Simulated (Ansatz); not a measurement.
**Geometry relaxation of BNH₆ (part 2 of 2)**

The same run, continued: BNH₆; RKS PBE0/def2-SVP (Ansatz 0.2.0). It belongs to a series of runs on one base structure; here: end point B relaxed.

Geometry of the input (Å):
```
B  0.1013  -0.5256  -0.1950
H  -0.2366  0.4112  1.9869
H  1.1414  0.0806  -0.2773
H  -0.9577  -0.0604  -0.5384
N  0.1347  -1.9087  0.2849
H  -0.6909  -2.4902  0.3362
H  0.9924  -2.3773  0.5445
H  -0.1688  -0.2930  1.8555
```

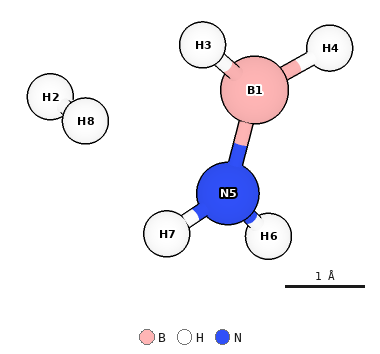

Fig. 1: The geometry at step 11 of the log (ball-and-stick view, seen at an oblique angle; atoms are numbered from 1 in the order of the input).

Trajectory as extended XYZ, continued:
```
8
Properties=species:S:1:pos:R:3:forces:R:3 step=3 energy=-2259.42797
B     0.1228   -0.6340   -0.3084    0.0024  -0.2380   0.1118
H    -0.2899    0.6164    2.3087    0.0197  -0.2627  -0.0059
H     1.1536   -0.0025   -0.3575    0.0032  -0.0325  -0.0606
H    -0.9389   -0.1432   -0.6177    0.0159  -0.0319  -0.0592
N     0.1556   -1.9547    0.1429   -0.0113   0.0881   0.0588
H    -0.6817   -2.5195    0.2600    0.2146   0.0842  -0.0682
H     1.0061   -2.4059    0.4699   -0.2027   0.0573  -0.1207
H    -0.2116   -0.1201    2.0995   -0.0418   0.3355   0.1439
8
Properties=species:S:1:pos:R:3:forces:R:3 step=4 energy=-2259.45836
B     0.1294   -0.6585   -0.3480    0.0366  -0.1854  -0.1958
H    -0.3174    0.6869    2.4938   -0.0020  -0.0169   0.0270
H     1.1684   -0.0437   -0.4410   -0.0343   0.0080   0.0569
H    -0.9273   -0.1848   -0.7018    0.0181   0.0116   0.0635
N     0.1595   -1.9691    0.1194   -0.0171   0.1839   0.0330
H    -0.6685   -2.5415    0.2163   -0.0222  -0.0230  -0.0123
H     1.0070   -2.4287    0.4247    0.0281  -0.0200  -0.0057
H    -0.2352   -0.0242    2.2340   -0.0072   0.0419   0.0336
8
Properties=species:S:1:pos:R:3:forces:R:3 step=5 energy=-2259.47013
B     0.1412   -0.6883   -0.4274   -0.0012  -0.0921   0.0707
H    -0.3365    0.7293    2.6407   -0.0026  -0.0039   0.0214
H     1.1724   -0.0739   -0.5139    0.1342   0.0649  -0.0322
H    -0.9095   -0.2143   -0.7731   -0.1305   0.0469  -0.0655
N     0.1621   -1.9716    0.1009    0.0014  -0.0479   0.0119
H    -0.6673   -2.5433    0.2030    0.0206   0.0122  -0.0024
H     1.0096   -2.4300    0.4119   -0.0209   0.0095  -0.0080
H    -0.2563    0.0286    2.3553   -0.0010   0.0105   0.0041
8
Properties=species:S:1:pos:R:3:forces:R:3 step=6 energy=-2259.47656
B     0.1514   -0.7044   -0.4991    0.0019   0.0207  -0.0291
H    -0.3552    0.7065    2.7956    0.0021  -0.0325   0.0000
H     1.1947   -0.1022   -0.6212   -0.0211  -0.0136  -0.0045
H    -0.9008   -0.2433   -0.8819    0.0232  -0.0104   0.0016
N     0.1615   -1.9578    0.0977   -0.0061   0.0705   0.0135
H    -0.6744   -2.5104    0.2351   -0.0006  -0.0326   0.0034
H     1.0043   -2.3974    0.4435    0.0039  -0.0322   0.0049
H    -0.2657    0.0455    2.4277   -0.0031   0.0300   0.0102
8
Properties=species:S:1:pos:R:3:forces:R:3 step=7 energy=-2259.47536 accepted=F
B     0.1635   -0.7244   -0.5850   -0.0019  -0.0947   0.0575
H    -0.3773    0.6748    2.9869    0.0680  -0.4124  -0.3237
H     1.2155   -0.1370   -0.7427   -0.1058  -0.0745   0.0125
H    -0.8864   -0.2784   -1.0041    0.1087  -0.0598   0.0393
N     0.1599   -1.9385    0.1002   -0.0037   0.2667  -0.1115
H    -0.6813   -2.4759    0.2669    0.0180  -0.0120   0.0036
H     0.9985   -2.3628    0.4755   -0.0163  -0.0150   0.0001
H    -0.2765    0.0786    2.4997   -0.0671   0.4017   0.3221
8
Properties=species:S:1:pos:R:3:forces:R:3 step=8 energy=-2259.48004
B     0.1574   -0.7090   -0.5452   -0.0005   0.0025   0.0044
H    -0.3625    0.6572    2.8794    0.0021  -0.0275  -0.0023
H     1.2044   -0.1204   -0.6923   -0.0070  -0.0059  -0.0086
H    -0.8904   -0.2612   -0.9525    0.0098  -0.0057  -0.0082
N     0.1572   -1.9296    0.1168   -0.0012   0.0102   0.0020
H    -0.6795   -2.4776    0.2701   -0.0059   0.0024   0.0024
H     0.9960   -2.3643    0.4795    0.0052   0.0020   0.0016
H    -0.2667    0.0412    2.4417   -0.0025   0.0220   0.0087
8
Properties=species:S:1:pos:R:3:forces:R:3 step=9 energy=-2259.48115
B     0.1623   -0.7121   -0.5827   -0.0011  -0.0725   0.0506
H    -0.3686    0.5974    2.9566    0.0437  -0.2437  -0.2174
H     1.2128   -0.1359   -0.7527   -0.0081  -0.0127  -0.0050
H    -0.8816   -0.2769   -1.0131    0.0106  -0.0112  -0.0024
N     0.1533   -1.9036    0.1346   -0.0001   0.0355  -0.0278
H    -0.6855   -2.4438    0.3076    0.0013   0.0350  -0.0104
H     0.9882   -2.3314    0.5155   -0.0025   0.0347  -0.0103
H    -0.2652    0.0428    2.4316   -0.0438   0.2349   0.2227
8
Properties=species:S:1:pos:R:3:forces:R:3 step=10 energy=-2259.48426
B     0.1663   -0.7168   -0.6127   -0.0021  -0.1077   0.0788
H    -0.3712    0.5641    2.9976    0.0174  -0.0979  -0.0868
H     1.2188   -0.1512   -0.7991    0.0094  -0.0042  -0.0067
H    -0.8741   -0.2920   -1.0594   -0.0069  -0.0055  -0.0090
N     0.1509   -1.8847    0.1437    0.0019   0.0648  -0.0470
H    -0.6909   -2.4152    0.3317    0.0058   0.0314  -0.0083
H     0.9836   -2.3024    0.5403   -0.0083   0.0309  -0.0108
H    -0.2678    0.0347    2.4552   -0.0171   0.0882   0.0898
8
Properties=species:S:1:pos:R:3:forces:R:3 step=11 energy=-2259.48591
B     0.1775   -0.7236   -0.6987   -0.0044  -0.3624   0.2270
H    -0.3739    0.4553    3.0761   -0.0137   0.0520   0.0813
H     1.2405   -0.1980   -0.9460   -0.0280  -0.0303   0.0375
H    -0.8527   -0.3392   -1.2071    0.0224  -0.0268   0.0449
N     0.1404   -1.8087    0.1859    0.0071   0.2713  -0.1977
H    -0.7112   -2.3040    0.4276    0.0710   0.0810  -0.0469
H     0.9650   -2.1914    0.6361   -0.0685   0.0730  -0.0638
H    -0.2697   -0.0539    2.5235    0.0142  -0.0577  -0.0824
8
Properties=species:S:1:pos:R:3:forces:R:3 step=12 energy=-2259.48717
B     0.1826   -0.7413   -0.7298   -0.0432  -0.0729   0.3862
H    -0.3729    0.3897    3.1058    0.0243  -0.1102  -0.1344
H     1.2447   -0.2106   -0.9653   -0.0030  -0.0716  -0.0595
H    -0.8504   -0.3516   -1.2261    0.0273  -0.0707  -0.0569
N     0.1368   -1.7823    0.2001    0.0173   0.1291  -0.1921
H    -0.7172   -2.2638    0.4568    0.0384   0.0486  -0.0335
H     0.9580   -2.1504    0.6664   -0.0370   0.0435  -0.0458
H    -0.2657   -0.0533    2.4896   -0.0241   0.1043   0.1359
8
Properties=species:S:1:pos:R:3:forces:R:3 step=13 energy=-2259.49356
B     0.1835   -0.7394   -0.7386    0.0012  -0.0048  -0.0051
H    -0.3731    0.3318    3.1408    0.0014  -0.0114  -0.0048
H     1.2504   -0.2395   -1.0092    0.0174   0.0029  -0.0043
H    -0.8411   -0.3817   -1.2712   -0.0166   0.0022  -0.0071
N     0.1332   -1.7511    0.2115   -0.0013   0.0023   0.0041
H    -0.7235   -2.2183    0.4796   -0.0036   0.0002   0.0027
H     0.9523   -2.1056    0.6884    0.0030   0.0022   0.0057
H    -0.2659   -0.0598    2.4962   -0.0016   0.0064   0.0087
8
Properties=species:S:1:pos:R:3:forces:R:3 step=14 energy=-2259.49491
B     0.1874   -0.7470   -0.7660    0.0036  -0.0031  -0.0289
H    -0.3740    0.2803    3.1787    0.0012  -0.0087  -0.0042
H     1.2580   -0.2635   -1.0553    0.0005  -0.0041   0.0096
H    -0.8339   -0.4057   -1.3176   -0.0019  -0.0048   0.0093
N     0.1297   -1.7213    0.2223   -0.0011   0.0095   0.0077
H    -0.7303   -2.1735    0.5061    0.0047   0.0035   0.0003
H     0.9458   -2.0594    0.7165   -0.0057   0.0029  -0.0018
H    -0.2668   -0.0736    2.5127   -0.0014   0.0048   0.0080
8
Properties=species:S:1:pos:R:3:forces:R:3 step=15 energy=-2259.49128 accepted=F
B     0.2000   -0.7748   -0.8524   -0.0153  -0.1667   0.1886
H    -0.3772    0.1230    3.2981    0.0540  -0.1210  -0.3726
H     1.2803   -0.3394   -1.1938   -0.0650  -0.0604   0.0704
H    -0.8111   -0.4830   -1.4579    0.0573  -0.0537   0.0894
N     0.1193   -1.6280    0.2529    0.0173   0.1672  -0.1928
H    -0.7504   -2.0318    0.5850    0.0909   0.0606  -0.0667
H     0.9264   -1.9171    0.7963   -0.0846   0.0523  -0.0923
H    -0.2715   -0.1125    2.5693   -0.0545   0.1216   0.3761
8
Properties=species:S:1:pos:R:3:forces:R:3 step=16 energy=-2259.49603
B     0.1938   -0.7610   -0.8098   -0.0033  -0.0417   0.0445
H    -0.3761    0.2057    3.2394    0.0151  -0.0446  -0.0976
H     1.2693   -0.3006   -1.1215   -0.0167  -0.0192   0.0151
H    -0.8236   -0.4434   -1.3844    0.0158  -0.0175   0.0198
N     0.1249   -1.6765    0.2357    0.0034   0.0439  -0.0414
H    -0.7392   -2.1063    0.5427    0.0219   0.0195  -0.0171
H     0.9364   -1.9920    0.7532   -0.0209   0.0175  -0.0236
H    -0.2697   -0.0895    2.5421   -0.0153   0.0421   0.1004
8
Properties=species:S:1:pos:R:3:forces:R:3 step=17 energy=-2259.49655
B     0.1959   -0.7669   -0.8238   -0.0004   0.0033  -0.0076
H    -0.3768    0.1810    3.2589    0.0108  -0.0310  -0.0700
H     1.2731   -0.3155   -1.1441   -0.0216  -0.0219   0.0192
H    -0.8196   -0.4584   -1.4072    0.0204  -0.0199   0.0254
N     0.1233   -1.6594    0.2394    0.0004   0.0130  -0.0064
H    -0.7424   -2.0804    0.5538    0.0170   0.0144  -0.0141
H     0.9331   -1.9659    0.7645   -0.0156   0.0126  -0.0190
H    -0.2707   -0.0980    2.5559   -0.0110   0.0296   0.0725
8
Properties=species:S:1:pos:R:3:forces:R:3 step=18 energy=-2259.49701
B     0.1986   -0.7734   -0.8421    0.0020   0.0043  -0.0284
H    -0.3782    0.1531    3.2862    0.0011  -0.0057  -0.0062
H     1.2783   -0.3354   -1.1726   -0.0231  -0.0148   0.0202
H    -0.8150   -0.4785   -1.4358    0.0206  -0.0124   0.0266
N     0.1214   -1.6380    0.2429    0.0000   0.0091  -0.0058
H    -0.7457   -2.0493    0.5651    0.0032   0.0072  -0.0066
H     0.9293   -1.9348    0.7756   -0.0025   0.0069  -0.0075
H    -0.2730   -0.1073    2.5781   -0.0013   0.0053   0.0076
```

Summary:

```json
{"quantity": "outcome", "value": "converged"}
{"quantity": "total energy", "value": "−2259.4970 eV"}
{"quantity": "mean-field energy", "value": "−2259.4970 eV"}
{"quantity": "largest force (length of the vector) at the end", "value": "0.036 eV/Å"}
{"quantity": "hardware", "value": "1 thread of Arm Neoverse V1, 24 GiB of memory available, shared host"}
{"quantity": "wall time", "value": "23 s"}
{"quantity": "peak memory", "value": "0.094 GiB"}
```
